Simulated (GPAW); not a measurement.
# Surface energy and work function of Ag(100) from slabs of 4 to 14 layers (LDA)

How do energy and work function of Ag(100) films settle with thickness, and what surface energy follows?

How it was computed: GPAW 26.7.0, plane waves at 450 eV with PAW setups; symmetric 1×1 slabs cut at the tabulated lattice constant (two decimals; low-temperature values for the alkali metals), atoms at bulk places, 7.5 Å of vacuum on each side, one in-plane mesh for all thicknesses, Fermi-Dirac smearing of 0.1 eV. Energies are extrapolated to zero smearing and count from the program's reference atoms. Functional LDA. The cell's area is 8.364 Å².

What came out, but for one run:

| layers | energy (eV) | work function (eV) |
| --- | --- | --- |
| 4 | −14.2256 | 4.66 |
| 5 | −18.1376 | 4.67 |
| 6 | −22.0359 | 4.71 |
| 7 | −25.9382 | 4.72 |
| 8 | −29.8404 | 4.72 |
| 9 | −33.7433 | 4.71 |
| 10 | −37.6479 | 4.70 |
| 11 | −41.5515 | 4.70 |
| 12 | −45.4584 | 4.71 |
| 14 | ? | ? |

Q: What surface energy do these runs give, and what energy and work function should the 14-layer slab have?

**Working.** A slab of n layers has E(n) = nε + 2Aγ once its middle is bulk-like. A line through n = 6 to 12 has the slope ε = −3.9036 eV a layer and the intercept 2Aγ = 1.3876 eV (r.m.s. residual 1.4 meV). So γ = 1.3876 / (2 × 8.364 Å²) = 0.0829 eV/Å² = 1.33 J/m², with a standard error of under 0.01 J/m² from the scatter about the line. For 14 layers: 1.3876 + 14 × (−3.9036) = −53.263 eV; the run gives −53.264 eV, 1.3 meV under the line. The work function has no such law: from 6 to 12 layers it moves between 4.70 and 4.72 eV (mean 4.71), and the 14-layer slab gives 4.71 eV. The thinnest slab, 4 layers, lies −0.05 eV from that mean. The measured value for this face is 4.36 eV (“Anisotropic work function of elemental crystals” (2019, arxiv:1902.07811)); the unrelaxed 14-layer slab lies 0.35 eV over it.

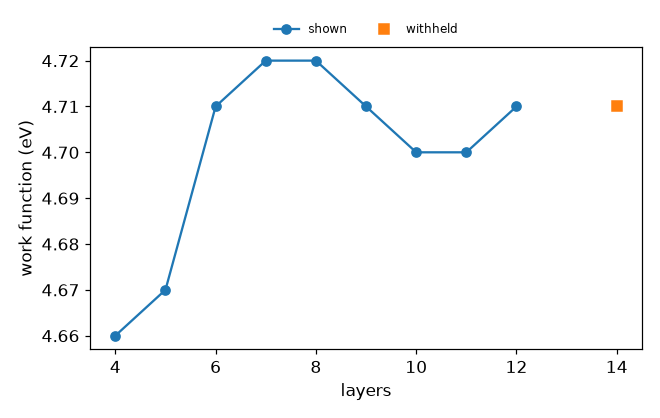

Work function against thickness.

Caveats: The surfaces are unrelaxed, so γ is an upper bound for this functional and lattice constant. The tabulated lattice constant isn't the functional's own, which strains the slab a little.
